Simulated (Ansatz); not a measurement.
# CH6OSeSi (SMILES CO[SiH2][SeH]) at CCSD/6-31G(d) (spherical functions)

Aim: the vertical ionisation energy of CH6OSeSi at CCSD/6-31G* (spherical functions), from 2 runs. 

The results are computed with Ansatz 0.2.0.

80 further runs of the same task are left out: 80 set aside as unsound or not needed.

## (1) The molecule

CH6OSeSi: 10 atoms, total charge 0, spin state singlet. As SMILES, `CO[SiH2][SeH]`. The coordinates come from a PBE0-D4/def2-TZVP relaxation. This is one conformer, not always the lowest.

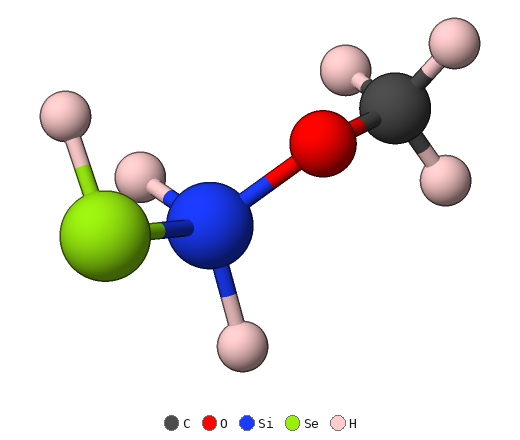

The structure, seen from a chosen angle (carbon dark grey, oxygen red, silicon blue, selenium green, hydrogen pink).

## (2) The energy at CCSD/6-31G(d) (spherical functions)

molecule.yaml reads:

```yaml
basis:
  gaussian:
    orbitals: 6-31G_st_-spherical.json
crystal:
  periodic: [false, false, false]
  atoms:
    - {symbol: C, position_ang: [0.459500, 1.568200, 0.455800]}
    - {symbol: O, position_ang: [0.708400, 0.213600, 0.148800]}
    - {symbol: Si, position_ang: [-0.400300, -0.737700, -0.594100]}
    - {symbol: Se, position_ang: [0.296800, -2.888700, -0.578100]}
    - {symbol: H, position_ang: [0.431100, 2.182900, -0.450600]}
    - {symbol: H, position_ang: [-0.487800, 1.693400, 0.993300]}
    - {symbol: H, position_ang: [1.269800, 1.926000, 1.092500]}
    - {symbol: H, position_ang: [-1.706900, -0.591200, 0.101000]}
    - {symbol: H, position_ang: [-0.551900, -0.390800, -2.031500]}
    - {symbol: H, position_ang: [0.064400, -3.026800, 0.865800]}
correlation:
  method: ccsd
  frozen_orbitals: {C: 1, H: 0, O: 1, Se: 9, Si: 5}
accuracy: high
scf:
  omitted_lower_state_checks: [cluster_reference, increment]
```

The basis set 6-31G* is read from a file made from the Basis Set Exchange's data (not shown).

Run with:

```
$ ansatz run molecule.yaml --threads 1 --pin off --max-ram 2610MiB --events-out events.jsonl --progress --plain --runs-dir runs
```

What it wrote:

```text
Warning: RAYON_NUM_THREADS=1 ignored (pool sized by the plan → 1); use --threads N
Functional definition: HF
  name "HF"
  exchange = exact_x
  correlation = 0
these checks for a lower state are left out or cut short: cluster_reference, increment
1991 factors; integrals over basis functions are off by at most 1.1e-8 eV
mean field evaluation 1: about -76318.0274 eV, gradient 3.0e1 eV
mean field evaluation 2: about -76318.1260 eV, gradient 3.0e1 eV
mean field evaluation 4: about -76320.3982 eV, gradient 3.3e0 eV
mean field evaluation 8: about -76320.4368 eV, gradient 1.8e-1 eV
mean field -76320.43702239 eV, -2804.7243287225 hartree, gradient 6.2e-8 eV, S^2 0.000000; 0 other end points of the search recorded, 0 dependent functions left out
16 core orbitals not correlated: weight in the atoms' cores, before any rotation towards them, 1.000 or more for the frozen orbitals, at most 0.000 for the correlated occupied ones
reference -76320.43702239 eV, -2804.7243287225 hartree; 18, 18 occupied and 56, 56 virtual orbitals, 1991 factors
second order -17.33510002 eV of doubles, -0.00000000 eV of singles
cycle   1  -17.69833555 eV  change   -3.6e-1 eV  update   9.4e-2
cycle   2  -18.19482754 eV  change   -5.0e-1 eV  update   2.8e-2
cycle   3  -18.28081570 eV  change   -8.6e-2 eV  update   1.3e-2
cycle   4  -18.27421199 eV  change    6.6e-3 eV  update   2.7e-3
cycle   5  -18.27507893 eV  change   -8.7e-4 eV  update   1.0e-3
cycle   6  -18.27496549 eV  change    1.1e-4 eV  update   3.3e-4
cycle   7  -18.27472587 eV  change    2.4e-4 eV  update   1.1e-4
cycle   8  -18.27473657 eV  change   -1.1e-5 eV  update   3.4e-5
cycle   9  -18.27474896 eV  change   -1.2e-5 eV  update   1.2e-5
cycle  10  -18.27474362 eV  change    5.3e-6 eV  update   3.9e-6
cycle  11  -18.27474502 eV  change   -1.4e-6 eV  update   1.6e-6
cycle  12  -18.27474579 eV  change   -7.8e-7 eV  update   5.8e-7
cycle  13  -18.27474607 eV  change   -2.7e-7 eV  update   2.2e-7
cycle  14  -18.27474631 eV  change   -2.4e-7 eV  update   8.3e-8
cycle  15  -18.27474634 eV  change   -2.9e-8 eV  update   4.0e-8
cycle  16  -18.27474633 eV  change    7.3e-9 eV  update   2.7e-8
cycle  17  -18.27474552 eV  change    8.2e-7 eV  update   1.5e-7
cycle  18  -18.27474540 eV  change    1.1e-7 eV  update   3.9e-8
cycle  19  -18.27474535 eV  change    4.9e-8 eV  update   1.3e-8
cycle  20  -18.27474535 eV  change    7.9e-9 eV  update   4.3e-9
cycle  21  -18.27474535 eV  change   4.8e-10 eV  update   1.3e-9
Total energy: -76338.71176773 eV, -2805.3959132269 hartree
Checks for a lower state left out: cluster_reference, increment
```

Wall time 21 s (1 thread of Arm Neoverse V2, shared host); peak memory 0.49 GiB.

## (3) The doublet cation

job.yaml reads:

```yaml
crystal:
  periodic: [false, false, false]
  atoms:
    - {symbol: C, position_ang: [0.459500, 1.568200, 0.455800]}
    - {symbol: O, position_ang: [0.708400, 0.213600, 0.148800]}
    - {symbol: Si, position_ang: [-0.400300, -0.737700, -0.594100]}
    - {symbol: Se, position_ang: [0.296800, -2.888700, -0.578100]}
    - {symbol: H, position_ang: [0.431100, 2.182900, -0.450600]}
    - {symbol: H, position_ang: [-0.487800, 1.693400, 0.993300]}
    - {symbol: H, position_ang: [1.269800, 1.926000, 1.092500]}
    - {symbol: H, position_ang: [-1.706900, -0.591200, 0.101000]}
    - {symbol: H, position_ang: [-0.551900, -0.390800, -2.031500]}
    - {symbol: H, position_ang: [0.064400, -3.026800, 0.865800]}
basis:
  gaussian:
    orbitals: 6-31G_st_-spherical.json
total_charge: 1
magnetization:
  spin_polarized: true
  initial_magnetization: 1
correlation:
  method: ccsd
  frozen_orbitals: {C: 1, H: 0, O: 1, Se: 9, Si: 5}
accuracy: high
scf:
  omitted_lower_state_checks: [cluster_reference, increment]
```

The basis set 6-31G* is read from a file made from the Basis Set Exchange's data (not shown).

Run with:

```
$ ansatz run job.yaml --threads 1 --pin off --max-ram 2610MiB --events-out events.jsonl --progress --plain --runs-dir runs
```

What it wrote:

```text
Warning: RAYON_NUM_THREADS=1 ignored (pool sized by the plan → 1); use --threads N
[... 4 set-up lines as earlier in the session ...]
these checks for a lower state are left out or cut short: cluster_reference, increment
1991 factors; integrals over basis functions are off by at most 1.1e-8 eV
mean field evaluation 1: about -76306.3187 eV, gradient 3.5e1 eV
mean field evaluation 2: about -76306.4275 eV, gradient 3.5e1 eV
mean field evaluation 4: about -76311.9735 eV, gradient 2.8e0 eV
mean field evaluation 8: about -76312.0600 eV, gradient 3.5e-1 eV
mean field evaluation 16: about -76312.0662 eV, gradient 2.0e-7 eV
mean field -76312.06621480 eV, -2804.4167072175 hartree, gradient 2.0e-8 eV, S^2 0.760517; 1 other end points of the search recorded, 0 dependent functions left out
16 core orbitals not correlated: weight in the atoms' cores, before any rotation towards them, 1.000 or more for the frozen orbitals, at most 0.000 for the correlated occupied ones
reference -76312.06621480 eV, -2804.4167072175 hartree; 18, 17 occupied and 56, 57 virtual orbitals, 1991 factors
second order -16.62137707 eV of doubles, -0.00000000 eV of singles
cycle   1  -17.05684375 eV  change   -4.4e-1 eV  update   9.6e-2
cycle   2  -17.55724259 eV  change   -5.0e-1 eV  update   3.1e-2
cycle   3  -17.66509427 eV  change   -1.1e-1 eV  update   1.6e-2
cycle   4  -17.66087462 eV  change    4.2e-3 eV  update   5.0e-3
cycle   5  -17.66163891 eV  change   -7.6e-4 eV  update   3.2e-3
cycle   6  -17.66217631 eV  change   -5.4e-4 eV  update   2.0e-3
cycle   7  -17.66178962 eV  change    3.9e-4 eV  update   1.3e-3
cycle   8  -17.66220015 eV  change   -4.1e-4 eV  update   8.0e-4
cycle   9  -17.66246117 eV  change   -2.6e-4 eV  update   4.8e-4
cycle  10  -17.66220241 eV  change    2.6e-4 eV  update   2.2e-4
cycle  11  -17.66227813 eV  change   -7.6e-5 eV  update   1.6e-4
cycle  12  -17.66229971 eV  change   -2.2e-5 eV  update   7.5e-5
cycle  13  -17.66232891 eV  change   -2.9e-5 eV  update   4.9e-5
cycle  14  -17.66234302 eV  change   -1.4e-5 eV  update   2.8e-5
cycle  15  -17.66233573 eV  change    7.3e-6 eV  update   1.8e-5
cycle  16  -17.66233390 eV  change    1.8e-6 eV  update   1.2e-5
cycle  17  -17.66233532 eV  change   -1.4e-6 eV  update   6.1e-6
cycle  18  -17.66233563 eV  change   -3.1e-7 eV  update   4.1e-6
cycle  19  -17.66233580 eV  change   -1.7e-7 eV  update   2.0e-6
cycle  20  -17.66233605 eV  change   -2.5e-7 eV  update   9.9e-7
cycle  21  -17.66233577 eV  change    2.8e-7 eV  update   6.4e-7
cycle  22  -17.66233588 eV  change   -1.1e-7 eV  update   3.5e-7
cycle  23  -17.66233592 eV  change   -3.7e-8 eV  update   1.9e-7
cycle  24  -17.66233590 eV  change    1.8e-8 eV  update   9.9e-8
cycle  25  -17.66233588 eV  change    1.9e-8 eV  update   5.6e-8
cycle  26  -17.66233586 eV  change    1.4e-8 eV  update   3.7e-8
cycle  27  -17.66233584 eV  change    2.5e-8 eV  update   9.4e-8
cycle  28  -17.66233584 eV  change   -2.6e-9 eV  update   2.7e-8
cycle  29  -17.66233584 eV  change   -1.2e-9 eV  update   1.2e-8
cycle  30  -17.66233584 eV  change  -3.8e-10 eV  update   7.3e-9
cycle  31  -17.66233584 eV  change  -8.6e-10 eV  update   4.0e-9
Total energy: -76329.72855064 eV, -2805.0657860878 hartree
Checks for a lower state left out: cluster_reference, increment
```

Run time: 1.7 min. Hardware: 1 thread of Arm Neoverse V2, shared host; peak memory 0.94 GiB.

## (4) Summary of results

At CCSD/6-31G* (spherical functions), 16 core orbitals frozen:

| quantity | value |
| --- | --- |
| singlet CH6OSeSi: total energy | -2805.39591 Eh |
| singlet CH6OSeSi: correlation energy (16 core orbitals frozen) | -671.6 mEh |
| singlet CH6OSeSi: T1 diagnostic | 0.010 |
| doublet cation: total energy | -2805.06579 Eh |
| doublet cation: correlation energy (16 core orbitals frozen) | -649.1 mEh |
| doublet cation: ⟨S²⟩ of the reference determinant | 0.761 |
| doublet cation: T1 diagnostic | 0.011 |
| vertical ionisation energy (to the doublet cation) | 8.983 eV |

What this shows: Removing an electron at fixed nuclei costs 8.98 eV (207 kcal/mol).
